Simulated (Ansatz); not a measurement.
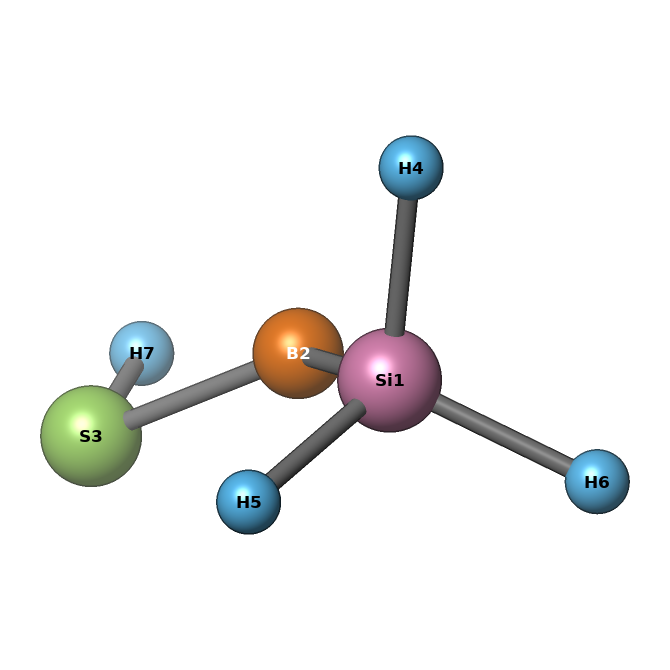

B2 lies behind Si1. The molecule seen a little off the Si1–B2 bond, Si1 in front. Distant atoms are faded towards the background colour. The species is neutral and a spin doublet. The computed structure is the end point of a PBE0-D4/def2-TZVP optimisation. No frequency run is at hand to confirm it as a minimum.

Question: What is the torsion angle H4–Si1–B2–S3? The sign is positive where the front bond must turn clockwise to cover the back bond.

Answer: −122°, anticlinal.
